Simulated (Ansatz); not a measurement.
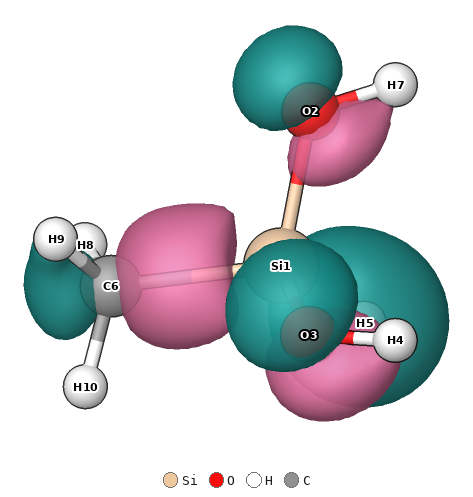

CH6O2Si. The HOMO at ±0.15 Å⁻³ᐟ² (teal and pink are the two phases), seen at a tilt.

The calculation used RKS PBE0/def2-SVP in Ansatz 0.2.0.

```xyz
10

Si   -0.0305    0.1864   -0.4094
O     1.3713    1.0772   -0.2797
O     0.1859   -1.2219   -1.2698
H     0.3718   -1.1472   -2.2093
H    -1.0527    1.0343   -1.1063
C    -0.5314   -0.3217    1.2983
H     1.5739    1.6888   -0.9919
H    -0.7212    0.5578    1.9314
H     0.2730   -0.9124    1.7631
H    -1.4403   -0.9412    1.2734
```

Describe this orbital and give its energy.

By Hirshfeld shares it lies mainly on O3 (about 25 %), H5 (about 25 %), Si1 (about 20 %), O2 (about 10 %) and C6 (about 10 %). Its energy is −8.38 eV.
